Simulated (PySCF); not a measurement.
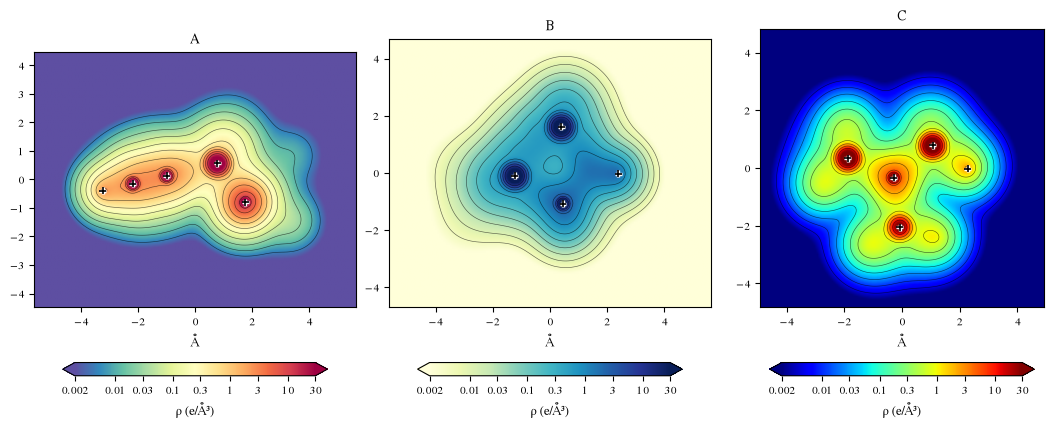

The total electron density of 3 systems, each on a plane through atoms (crosses mark nuclei in the plane).

Theory: wB97X-D/def2-SVPD, SCF density, gas phase in PySCF 2.14.0.

System 1: C₂H₁₂Si₄ (SMILES [SiH3][Si]1([SiH3])CC[SiH2]1), the plane of atoms C4, Si2 and Si6. Geometry: GFN2-xTB.

```yaml
atoms:
  - { symbol: Si, position_ang: [1.3872, -2.1043, -0.2286] }
  - { symbol: Si, position_ang: [0.4758, 0.0199, 0.1072] }
  - { symbol: Si, position_ang: [2.0101, 1.7645, -0.0987] }
  - { symbol: C, position_ang: [-1.0620, 0.2895, -1.0573] }
  - { symbol: C, position_ang: [-2.2210, 0.0067, -0.0830] }
  - { symbol: Si, position_ang: [-1.3421, 0.1559, 1.6147] }
  - { symbol: H, position_ang: [2.3273, -2.4243, 0.8495] }
  - { symbol: H, position_ang: [0.3931, -3.1804, -0.2521] }
  - { symbol: H, position_ang: [2.1425, -2.2232, -1.4802] }
  - { symbol: H, position_ang: [1.4072, 3.0975, -0.0279] }
  - { symbol: H, position_ang: [2.9969, 1.6874, 0.9813] }
  - { symbol: H, position_ang: [2.7661, 1.7259, -1.3541] }
  - { symbol: H, position_ang: [-1.1099, -0.3336, -1.9506] }
  - { symbol: H, position_ang: [-1.1087, 1.3241, -1.4016] }
  - { symbol: H, position_ang: [-3.0677, 0.6734, -0.2409] }
  - { symbol: H, position_ang: [-2.5961, -1.0068, -0.2305] }
  - { symbol: H, position_ang: [-1.6561, 1.4273, 2.2825] }
  - { symbol: H, position_ang: [-1.7512, -0.8932, 2.5588] }
```

System 2: H₉NSSi₃, the plane of atoms N2, Si1 and H7. Geometry: GFN2-xTB.

```json
{"atom": "Si", "x (Å)": "-1.2659", "y (Å)": "1.3580", "z (Å)": "-0.2673"}
{"atom": "N", "x (Å)": "-0.3158", "y (Å)": "-0.0378", "z (Å)": "0.1986"}
{"atom": "Si", "x (Å)": "-0.6428", "y (Å)": "-1.6393", "z (Å)": "-0.4168"}
{"atom": "Si", "x (Å)": "1.1535", "y (Å)": "0.2618", "z (Å)": "1.0713"}
{"atom": "S", "x (Å)": "2.7348", "y (Å)": "0.7924", "z (Å)": "-0.2811"}
{"atom": "H", "x (Å)": "-1.6683", "y (Å)": "2.0278", "z (Å)": "0.9702"}
{"atom": "H", "x (Å)": "-2.4139", "y (Å)": "0.8566", "z (Å)": "-1.0140"}
{"atom": "H", "x (Å)": "-0.4601", "y (Å)": "2.2519", "z (Å)": "-1.1009"}
{"atom": "H", "x (Å)": "-0.1775", "y (Å)": "-2.5916", "z (Å)": "0.5899"}
{"atom": "H", "x (Å)": "0.0904", "y (Å)": "-1.8455", "z (Å)": "-1.6731"}
{"atom": "H", "x (Å)": "-2.0811", "y (Å)": "-1.7463", "z (Å)": "-0.6280"}
{"atom": "H", "x (Å)": "1.5346", "y (Å)": "-0.9550", "z (Å)": "1.7740"}
{"atom": "H", "x (Å)": "1.0122", "y (Å)": "1.4262", "z (Å)": "1.9266"}
{"atom": "H", "x (Å)": "2.4994", "y (Å)": "-0.1597", "z (Å)": "-1.1715"}
```

System 3: C₅H₈OSi, the plane of atoms C2, Si3 and O7. Geometry: PBE0-D3(BJ)/def2-SVP.

```xyz
15

C     3.3763   -0.9641   -0.0688
C     2.1659   -0.9785   -0.1971
Si    0.3382   -1.0105   -0.3630
C    -0.5468   -0.2377    1.1122
C    -1.5611    0.6703    0.3989
C    -0.9079    1.1744   -0.8902
O    -0.2090    0.1019   -1.4946
H     4.4464   -0.9479    0.0417
H    -0.0644   -2.3865   -0.7596
H     0.1833    0.3543    1.6894
H    -1.0181   -0.9481    1.8062
H    -2.4594    0.0862    0.1363
H    -1.8949    1.5102    1.0294
H    -0.2073    2.0029   -0.6689
H    -1.6546    1.5562   -1.6046
```

> Match each panel to its system.

Panel A is system 3, C₅H₈OSi: the plane holds C, Si, O and H. C–C (1.22 Å): ρ at the midpoint is about 2.7 e/Å³. Panel B is system 1, C₂H₁₂Si₄: the plane holds Si, C and H. Panel C is system 2, H₉NSSi₃: the plane holds Si, N and H. Si–N (1.73 Å): ρ at the midpoint is about 1.1 e/Å³.
